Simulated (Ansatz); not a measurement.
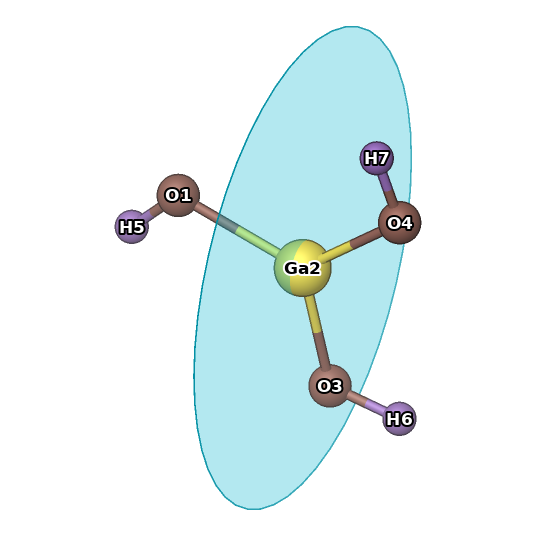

A disc through the centre of mass is drawn in. Depth is shown by fading: the farther an atom, the more it takes the colour of the background. The computed structure is the end point of a PBE0-D4/def2-TZVP optimisation.

Is the plane of the disc a mirror plane of the structure?

Answer. No. The point group is C3h, with 1 C3 axis, 1 S3 axis and 1 mirror plane, and this plane isn't one of its mirror planes.
